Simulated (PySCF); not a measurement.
**C$_{3}$H$_{9}$FSi, SMILES `C[Si](C)(C)F`: what the electrons do**

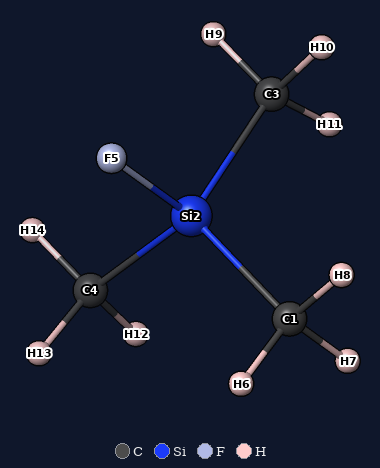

The molecule, with its atoms numbered as below. No frequency check shows the geometry to be a minimum.

Coordinates in Å:

```
C1      -0.9116    1.5792   -0.5146
Si2      0.0005    0.0001    0.0100
C3      -0.9157   -1.5771   -0.5136
C4       1.8217   -0.0017   -0.5225
F5       0.0067    0.0003    1.6409
H6      -0.4084    2.4650   -0.1351
H7      -0.9841    1.6627   -1.5943
H8      -1.9262    1.5915   -0.1301
H9      -0.4004   -2.4651   -0.1592
H10     -1.9214   -1.5987   -0.1037
H11     -0.9993   -1.6548   -1.5929
H12      1.9256    0.0284   -1.6024
H13      2.3476    0.8581   -0.1177
H14      2.3324   -0.8925   -0.1681
```

### 1. Bonding charge

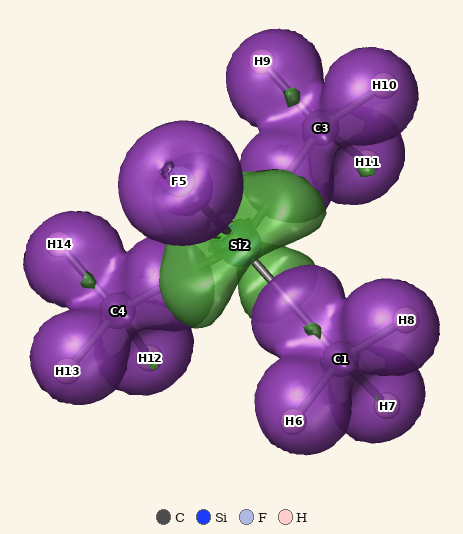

Deformation density (molecule less spherical, spin-averaged free atoms at the same positions), surfaces at ±0.08 e/Å³; purple: gain, green: loss.

Computed with PySCF, B3LYP/def2-SVPD, geometry: GFN2-xTB.

Question: Describe the bonding that the map shows.

Answer: C1–H8: +0.64 e/Å³ at the bond critical point (bond length 1.08 Å). C3–H9 and C4–H14: +0.64 e/Å³ at the bond critical point (bond length 1.09 Å). C3–H10: +0.64 e/Å³ at the bond critical point (bond length 1.09 Å). C4–H13: +0.64 e/Å³ at the bond critical point (bond length 1.09 Å). C1–H6: +0.64 e/Å³ at the bond critical point (bond length 1.09 Å). C4–H12 and C3–H11: +0.63 e/Å³ at the bond critical point (bond length 1.08 Å). C1–H7: +0.63 e/Å³ at the bond critical point (bond length 1.08 Å). Si2–C4, C1–Si2 and Si2–C3: +0.16 e/Å³ at the bond critical point (bond length 1.90 Å). Si2–F5: −0.02 e/Å³ at the bond critical point (bond length 1.63 Å); up to 0.6 Å beside the axis the gain reaches +0.25 e/Å³. In all, 3.0 electrons gather in the regions of gain relative to the promolecule. A small or negative value marks a very polar bond, one between electron-rich atoms, whose free-atom densities already overlap strongly, a long bond to a heavier atom, or a closed-shell contact such as a hydrogen bond.

Question: Where do the Hirshfeld charges lie?

Answer: The highest Hirshfeld charge is on Si2 (+0.49 e), the lowest on F5 (−0.24 e).

### 2. Local ionisation energy

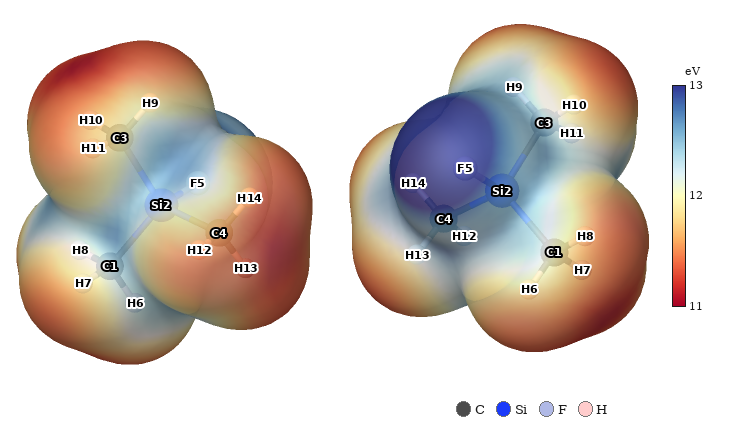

Average local ionisation energy on the surface of electron density 0.001 a.u. (back view left, front view right).

Question: Where are the most loosely bound electrons on this surface?

Answer: The lowest value is 11.0 eV, near H12 (1.81 Å), H14 (1.89 Å), H13 (1.96 Å) and C4 (1.99 Å), and at like points elsewhere. For comparison, the highest occupied orbital lies at −8.4 eV.

Question: What volume does the surface enclose, and what is the dipole moment?

Answer: About 134 Å³; the dipole moment is 2.0 D.

### 3. In an electric field

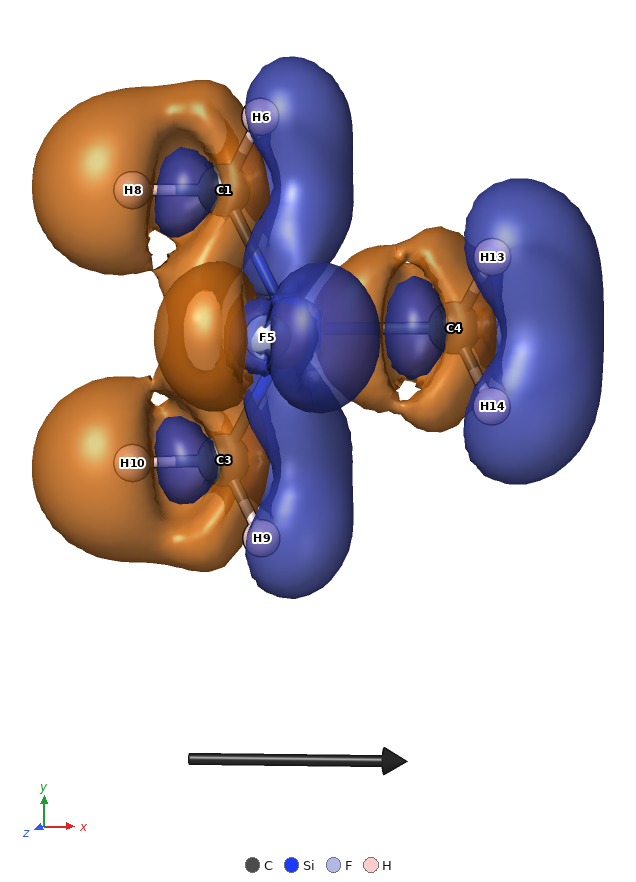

Change of the electron density in a uniform field of 0.21 V/Å along +x (arrow), surfaces at ±0.0008 e/Å³ (orange: gain, blue: loss).

Question: How large is the response?

Answer: The induced dipole is 0.68 D (along the field); α along this axis, from the fields in both directions, is 67 bohr³ (9.9 Å³).

Question: Which atoms gain and lose the most charge?

Answer: Electrons gather most on H8 and H10 alike (Hirshfeld charge changes by −0.009 e) and leave H13 most (+0.006 e); 0.062 electrons are displaced in all.

The PySCF runs shown took 26 s and 65 s on 1 thread of Arm Neoverse V2 (shared host).
